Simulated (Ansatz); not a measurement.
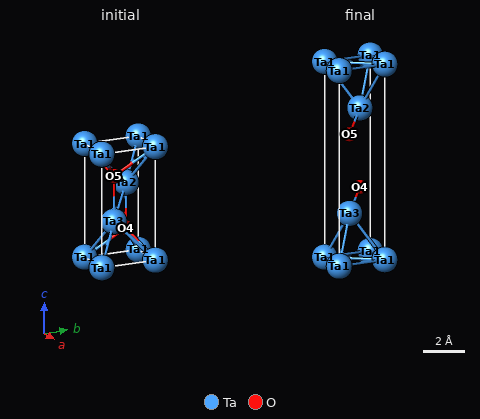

The structure of crystalline Ta3O2 (built on the A-type sesquioxide_164 type) (coarse preliminary run) before (left) and after (right) a relaxation, at one scale.

The picture is a ball-and-stick view of the cell of the calculation, seen slightly off an axis.

Case: anti-A-type sesquioxide type (P-3m1, No. 164).

Level of theory: Ansatz, DFT PBE, scalar-relativistic, plane waves, PAW.

The input:
```yaml
crystal:
  lattice:
    - [3.6155525704, 0.0, 0.0]
    - [-1.8077762852, 3.1311603747, 0.0]
    - [0.0, 0.0, 5.6252125016]
  atoms:
    - { symbol: Ta, position: [0.0, 0.0, 0.0] }
    - { symbol: Ta, position: [0.3333333333, 0.6666666667, 0.645] }
    - { symbol: Ta, position: [0.6666666667, 0.3333333333, 0.355] }
    - { symbol: O, position: [0.3333333333, 0.6666666667, 0.245] }
    - { symbol: O, position: [0.6666666667, 0.3333333333, 0.755] }
basis:
  ecutwfc: 420
kpoints:
  mp_grid: { grid: [6, 6, 4] }
hamiltonian:
  xc: pbe
scf:
  occupations: { method: gaussian, width: 0.1 }
  lower_state_search: "off"
output:
  forces: true
  stress: true
  eigenvalues: true
relax:
  adjacent_minimum: "off"
  f_tol: 0.04
  max_steps: 70
  cell: { stress_tol: 0.4 }
```

Command:
```bash
ansatz run input.yaml --threads 1 --pin off --max-ram 2560MiB --backend cpu --events-out ev --progress --plain --runs-dir out
```

Q: Summarise the run.

A: Over 24 accepted moves (28 points after the start) the energy falls by 1257 meV per atom. The largest force component goes from 3.7 to 0.017 eV/Å. The pressure goes from 16.86 to 0.02 GPa. The line search rejected the trial step at point 13 of the run. At 3 points the geometry stayed and the basis and grid were re-selected for the new cell (energy shift of 169 meV per atom at most each time). The largest moves relative to the cell, 1.08 Å, are those of Ta2 and Ta3. Ta2 goes along +c. Largest moves by element: Ta 1.08 Å, O 1.04 Å. The drawn cell changes as follows: a = b 3.616 → 3.075 Å (−15.0 %), c 5.625 → 9.689 Å (+72.2 %); the volume changes by +24.6 %. Some distances before and after: Ta2–Ta3 2.649 → 5.278 Å, Ta2–O4 2.250 → 3.918 Å, Ta1–O4 2.501 → 3.846 Å, Ta1–Ta1 3.616 → 3.075 Å. Bonds break: Ta2–O4 (2.25 → 3.92 Å), Ta2–Ta3 (2.65 → 5.28 Å), Ta3–O5 (2.25 → 3.92 Å). Among the angles between lasting bonds that change: Ta1–Ta3–O4 57.1° → 98.6°, Ta1–Ta3–O4 119.8° → 157.6°, Ta3–O4–Ta3 112.3° → 96.3°. The space group stays P-3m1 (No. 164).
